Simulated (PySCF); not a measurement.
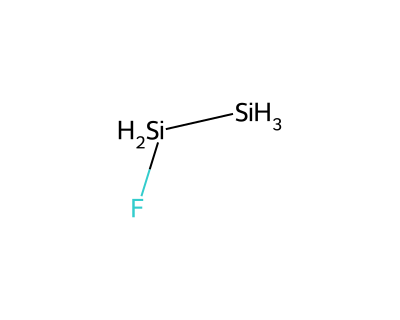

The drawing above gives the connectivity. Computed geometry: PBE0-D3(BJ)/def2-SVP optimisation. No frequency run is at hand to confirm it as a minimum.

Describe the 3D structure.

The molecule is FH5Si2. Its SMILES string is `F[SiH2][SiH3]`. It has no ring. Among its groups: Si–H bond. Coordination: 2 Si tetrahedral.

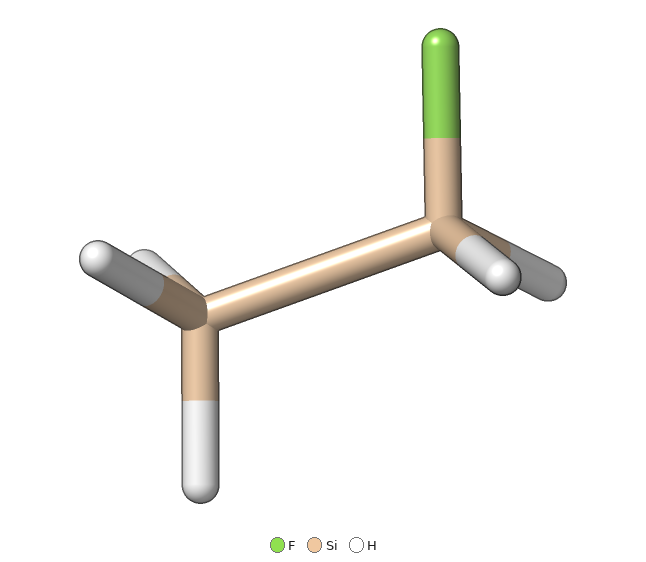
